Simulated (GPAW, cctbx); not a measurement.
# Tl2Cr4Cd: deformation density and structure factors from DFT

Question: by how much does bonding change the X-ray structure factors of Tl2Cr4Cd, how firmly does DFT give the change, and what does a routine refinement make of it?

The start was made by putting kin elements into a known structure type; the compound need not exist, or be stable, in this form. All numbers below are calculated.

### 1. Find the equilibrium geometry

The density hangs on the geometry, so cell and atoms are relaxed first, with the symmetry held. The cutoff is set higher than for the density because stress converges slowly with plane waves.

Settings: GPAW 26.7.0, PBE, 570 eV, 4×4×4 k-points, Fermi–Dirac width 0.1 eV, spin-polarised, BFGS to 0.03 eV/Å.

```text
cell
1.0
     5.292000000    0.000000000    0.000000000
     0.000000000    5.292000000    0.000000000
    -2.646000000   -2.646000000    5.359000000
Tl Cd Cr
2 1 4
Direct
0.000000000 0.000000000 0.000000000
0.750000000 0.250000000 0.500000000
0.500000000 0.500000000 0.000000000
0.579000000 0.625900000 0.718400000
0.139400000 0.092500000 0.718400000
0.374100000 0.860600000 0.281600000
0.907500000 0.421000000 0.281600000
```

```console
$ OMP_NUM_THREADS=1 mpirun -n 4 gpaw python run.py > gpaw.log
```

```text
BFGS:    0      -29.477484        4.115265
BFGS:    1      -30.826437        3.646514
BFGS:    2      -33.368544        2.472618
BFGS:    3      -34.767648        1.074364
...
BFGS:   12      -35.166287        0.049978
BFGS:   13      -35.166960        0.039401
BFGS:   14      -35.167548        0.020319
cell  5.6690 5.6690 6.9834  113.95 113.95 90.00
volume 183.771 A^3, largest force 0.017 eV/A, largest stress 0.09 GPa
```

The cell moved far, while the k-mesh and basis were chosen for the start, so the final shape may be somewhat biased.

After 14 steps the volume has changed by +22.4 % and the energy by -5.690 eV; the largest stress left is 0.09 GPa. It took 15 min on 4 cores of Arm Neoverse V2 (shared host), peak memory 2.1 GiB.

Relaxed structure: I-4 (no. 82), a = 5.6690 Å, b = 5.6690 Å, c = 11.4365 Å, α = 90.00°, β = 90.00°, γ = 90.00°.

| atom | mult. | x | y | z |
| --- | --- | --- | --- | --- |
| Tl1 | 2 | 0 | 0 | 0 |
| Tl2 | 2 | 0 | 1/2 | 1/4 |
| Cd1 | 2 | 1/2 | 1/2 | 0 |
| Cr1 | 8 | 0.6844 | 0.1690 | 0.3362 |

### 2. The all-electron density

X-rays see the whole electron density, so the PAW density is rebuilt with its core regions. Subtracting spherical free atoms from the same code cancels the cores and leaves the deformation density Δρ, the part due to bonding.

Settings: PBE, 450 eV, 5×5×5 k-points, Fermi–Dirac width 0.1 eV, spin-polarised; primitive cell of 7 atoms.

```console
$ OMP_NUM_THREADS=1 mpirun -n 4 gpaw python run.py > gpaw.log
```

```text
|iter:   1|       0s |  -41.578462 | -0.05 |       | +11.9707|
|iter:   2|       4s |  -36.816662 | -1.19 | -0.59 | +12.1274|
|iter:   3|       9s |  -33.918495 | -0.61 | -0.70 | +13.3232|
...
|iter:  15|      67s |  -34.945391c| -6.58 | -4.83c| +17.1351|
|iter:  16|      72s |  -34.945391c| -6.97 | -5.12c| +17.1351|
|iter:  17|      77s |  -34.945390c| -7.41c| -5.33c| +17.1349|
```

```text
gpts.py:43: UserWarning: Initial realspace grid (28,28,35) inconsistent with symmetries.
gpts.py:43: UserWarning: Initial realspace grid (28,28,35) inconsistent with symmetries.
gpts.py:43: UserWarning: Initial realspace grid (28,28,35) inconsistent with symmetries.
gpts.py:43: UserWarning: Initial realspace grid (28,28,35) inconsistent with symmetries.
gpts.py:70: UserWarning: Using symmetrized grid: (35,35,35).
gpts.py:70: UserWarning: Using symmetrized grid: (35,35,35).
gpts.py:70: UserWarning: Using symmetrized grid: (35,35,35).
gpts.py:70: UserWarning: Using symmetrized grid: (35,35,35).
grid (70, 70, 70)  electrons 306.000  moved by bonding 1.264 e
deformation density beyond 0.5 A of the nuclei: max 0.099, min -0.236 e/A^3
atom        x       y       z   Voronoi charge  moment
Tl1    0.0000  0.0000  0.0000     -0.016       0.03
Tl2    0.2500  0.7500  0.5000     -0.019       0.01
Cd3    0.5000  0.5000  0.0000      0.076       0.03
Cr4    0.0206  0.5052  0.6724     -0.010       3.54
Cr5    0.6518  0.1672  0.6724     -0.010       3.54
Cr6    0.4948  0.3482  0.3276     -0.010       3.54
Cr7    0.8328  0.9794  0.3276     -0.010       3.54
mean inner potential of superposed free atoms 16.159 V
total magnetic moment 17.135 muB
```

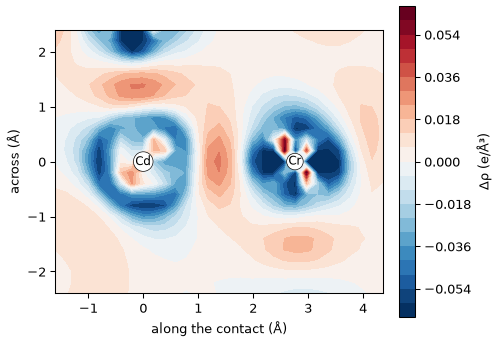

Deformation density in a plane through the shortest contact of the Cd atom at the origin; red gains electrons, blue loses them.

Tl gains most (-0.02 e) and Cd loses most (+0.08 e), in averages over each element's sites, which isn't the order of electronegativity: valence and coordination count too, and Voronoi cells cut space at the midplane whatever the atoms' sizes. Along the shortest contact from the Cd atom at the map's origin, Cd–Cr at 2.76 Å, Δρ is +0.03 e/Å³ at the midpoint: little piles up between the atoms, as is usual in a metallic crystal, which this run finds. At the midpoints of other shortest contacts it is +0.04 (Tl–Cr, 2.77 Å) and +0.04 (Cr–Cr, 2.81 Å) e/Å³. Point values carry grid noise of about 0.01 e/Å³. The cell's moment is 17.14 μB; the largest inside an atomic sphere is 3.54 μB. The run needed 17 iterations, 90 s.

### 3. Structure factors

The Fourier components of Δρ, added to those of the free atoms, give the static X-ray structure factors; the Mott–Bethe relation turns them into the Fourier components V of the potential that fast electrons feel.

```text
static structure factors of the conventional cell: F in electrons, V (Mott-Bethe) in volts
   h  k  l      d  |F| table  |F| free   |F| DFT   change   |V| free  |V| DFT  change %
   0  0  2  5.7183     7.644     7.867     7.506   -0.361     0.741    0.594    -19.9
   0  1  1  5.0792   106.002   105.970   106.001    0.032     0.765    0.744     -2.7
   1  1  0  4.0086    54.175    54.345    54.180   -0.166     0.841    0.874      3.9
   1  1  2  3.2824   405.049   404.742   404.399   -0.343     7.264    7.320      0.8
   0  1  3  3.1634   163.344   163.261   162.966   -0.295     2.408    2.446      1.6
   0  0  4  2.8591   278.504   278.876   279.121    0.246     3.405    3.380     -0.7
   0  2  0  2.8345   271.765   272.173   272.382    0.209     3.225    3.204     -0.6
   0  2  2  2.5396   120.124   119.776   119.128   -0.648     2.491    2.543      2.1
   1  2  1  2.4752   180.090   179.790   179.028   -0.761     3.033    3.099      2.2
   2  1  1  2.4752   200.506   200.141   199.354   -0.787     3.158    3.219      1.9
   1  1  4  2.3277   131.340   130.788   129.850   -0.938     2.857    2.920      2.2
   0  1  5  2.1212   194.929   194.593   194.120   -0.473     2.992    3.020      0.9
   1  2  3  2.1110   195.307   194.948   194.209   -0.739     2.966    3.007      1.4
   2  1  3  2.1110   138.271   138.008   137.369   -0.639     2.591    2.636      1.8
```

The largest X-ray change is -0.94 e on 114, 0.7 % of |F|. For electrons V goes as (Z − F)/g², so a change of F counts against Z − F, which is small at low angle and wherever the atoms' terms cancel: |V| of 002 moves by -19.9 % (0.74 to 0.59 V) against -4.6 % in |F|. The last three rows still change by up to 0.74 e; the table stops while the angles are still low. The tabulated Hartree–Fock atoms differ from the free DFT atoms by up to 0.55 e, so the choice of reference atom matters too.

### 4. Convergence

Cutoff and k-mesh: one is changed at a time, to find what the result needs.

```csv
run,ΔF 114 (e),ΔF 211 (e),ΔF 121 (e),q(Tl) (e),moved (e),time
450 eV 5×5×5,-0.938,-0.787,-0.761,-0.018,1.264,90 s
250 eV 5×5×5,-0.965,-0.814,-0.785,-0.020,1.469,44 s
350 eV 5×5×5,-0.949,-0.797,-0.770,-0.018,1.309,51 s
750 eV 5×5×5,-0.936,-0.786,-0.760,-0.018,1.279,3.2 min
450 eV 2×2×2,-0.939,-0.776,-0.758,-0.013,1.238,26 s
450 eV 3×3×3,-0.950,-0.800,-0.774,-0.018,1.277,34 s
150 eV 5×5×5 (unsound),-1.221,-0.984,-0.961,-0.032,2.049,15 s
```

Within 0.02 e of the base on all three: 450 eV 2×2×2, 450 eV 3×3×3, 350 eV 5×5×5 and 750 eV 5×5×5; the cheapest takes 0.29 of the base's time. The largest error, 0.027 e, comes with 250 eV 5×5×5. The moved charge is off by up to 16 % among these runs. The run marked unsound (cutoff far too low) misses ΔF(114) by 0.283 e. Times are from shared hosts.

### 5. What a spherical-atom refinement makes of it

Routine crystallography fits spherical atoms. To see the bias, intensities are simulated from tabulated atoms plus the DFT change ΔF, so that bonding alone can misfit (12032 reflections of the full sphere, merged to the counts below, to 0.4 Å, 1 % proportional noise plus counting noise, assumed isotropic U as listed, Δρ smeared by the mean U) and refined with cctbx over different ranges.

| range | data | R1 | GooF | U Tl1 (true 0.0069) | U Tl2 (true 0.0069) | U Cd1 (true 0.0085) | U Cr1 (true 0.0109) | largest shift (Å) | Δρ max, min (e/Å³) |
| --- | --- | --- | --- | --- | --- | --- | --- | --- | --- |
| all data | 3015 | 0.0063 | 0.93 | 0.0069 | 0.0069 | 0.0085 | 0.0109 | 0.0001 | 0.43, -0.49 |
| low resolution, d > 0.84 | 335 | 0.0035 | 0.97 | 0.0069 | 0.0068 | 0.0083 | 0.0108 | 0.0006 | 0.16, -0.16 |
| high order, d < 0.75 | 2550 | 0.0075 | 0.93 | 0.0069 | 0.0069 | 0.0085 | 0.0109 | 0.0002 | 0.38, -0.35 |
| occupancies free, d > 0.7 | 559 | 0.0038 | 0.93 | 0.0068 | 0.0069 | 0.0085 | 0.0107 | 0.0007 | 0.18, -0.26 |

With all data GooF is 0.93, so at this noise the bonding hardly shows; the top residual peak, near noise level, lies 1.93 Å from Cr and 2.36 Å from Tl. No U is off by more than 3 s.u. at low resolution. With Tl1 held at 1 and the scale free, the other occupancies refine to Tl2 1.002(0.001), Cd1 1.002(0.003) and Cr1 0.997(0.002), within three s.u. of full.

### 6. Answer

Bonding moves 1.26 e in the primitive cell of Tl2Cr4Cd and changes the structure factors of the conventional cell in the table above by at most 0.94 e (114, 0.7 %). The shortest bond, Cd–Cr, has Δρ = +0.03 e/Å³ at its midpoint, with no localised bond charge. Within 0.02 e of the base on all three: 450 eV 2×2×2, 450 eV 3×3×3, 350 eV 5×5×5 and 750 eV 5×5×5; the cheapest takes 0.29 of the base's time. The largest error, 0.027 e, comes with 250 eV 5×5×5. The moved charge is off by up to 16 % among these runs. With all data GooF is 0.93, so at this noise the bonding hardly shows. Limits: static density, frozen cores, no spin–orbit coupling; a ferromagnetic start is the only order tried, and the real ground state may be antiferromagnetic or insulating.

[Outputs are excerpts: Python notices, other lines and further rows are left out; steps that failed or that the build refused (PBEsol, TPSS) are not shown.]

[Logs are printed without paths, hosts, clocks, repeated set-up lines and the standing remarks that a program may print on its own settings, such as how far it seeks lower states.]
